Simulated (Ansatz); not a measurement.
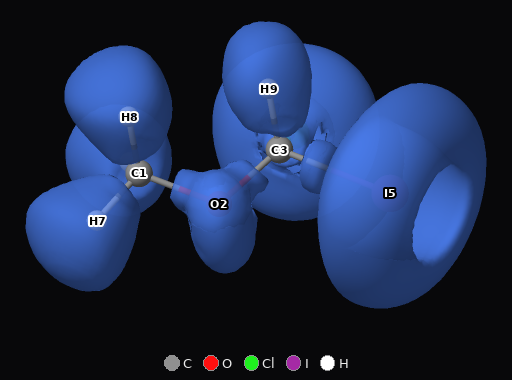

The picture shows: C2H4ClIO (SMILES COC(Cl)I). Isosurface of the ELF at 0.75 (blue), seen at an oblique angle. Only the valence region is drawn (cores and ρ < 0.01 e/Å³ removed).

Geometry: PBE0-D4/def2-TZVP; core potentials replace the inner electrons of I.

The calculation used Ansatz, RKS PBE0-D4/def2-TZVPP.

```xyz
9

C     0.6969   -1.0721   -0.1489
O     0.7036    0.3340    0.0529
C    -0.5294    0.8749    0.1820
Cl   -1.4332    0.9226   -1.3714
I    -0.3080    2.8471    0.9857
H     0.2430   -1.3220   -1.1110
H     1.7385   -1.3856   -0.1376
H     0.1518   -1.5758    0.6570
H    -1.1745    0.3307    0.8743
```

Question: Where are the electrons localised?

Answer: The ELF exceeds this value in one region between bonded C–I atoms (shared pairs), four regions around hydrogen nuclei, one region on Cl in which the atom's valence shell and bonds are merged, one region on O in which the atom's valence shell and bonds are merged and one ring or bowl of non-bonding electrons around I. Profiles from the grid: C–O (1.35 Å): the ELF peaks at about 0.90 between the atoms: a polar covalent bond. C–Cl (1.80 Å): the ELF peaks at about 0.85 between the atoms: localised, covalent bonding.
